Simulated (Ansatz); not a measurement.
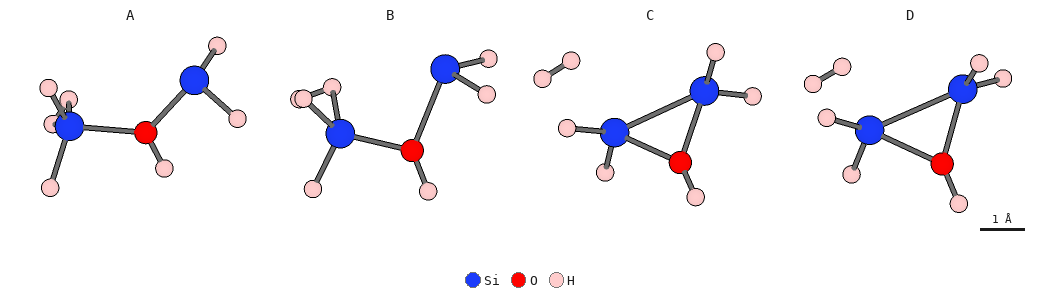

4 geometries from one relaxation of Si$_{2}$H$_{7}$O (charge +1), in shuffled order. A ball-and-stick model, seen at a tilt.

It is one of the separated reactants of a reaction.

These are results of RKS PBE-D4/def2-SVP in Ansatz 0.2.0, not measurements. (force threshold 0.03 eV/Å; at most 250 steps)

Q: Order the frames from highest to lowest energy.

A: A, B, D, C. They are steps 0, 5, 10, 20, at +5.407 eV, +2.162 eV, +0.295 eV relative to the last. An H atom moves most after the best rigid fit: 1.80 Å. By element the largest moves are H 1.80 Å, O 0.96 Å, Si 0.78 Å. Some distances before and after: Si–Si 3.248 → 2.288 Å, H–Si 1.420 → 2.345 Å, H–Si 1.472 → 2.270 Å, H–H 0.668 → 0.778 Å. Bonds break: H–Si (1.42 → 2.35 Å), H–Si (1.47 → 2.27 Å). Among the angles between lasting bonds that change: Si–O–Si 130.0° → 76.6°, Si–O–H 114.9° → 143.8°, Si–O–H 114.9° → 139.5°. Groups turn about O–Si by about 90°, O–Si by about 30°. The energy falls by 5.407 eV in 18 accepted moves (20 points after the start). The largest force component goes from 7.4 to 0.0062 eV/Å. The line search rejected the trial steps at points 15, 18 of the run. The forces were under the threshold at step 17, but the run went on from there. The run took 31 s on 2 threads of Arm Neoverse V1 (shared host).
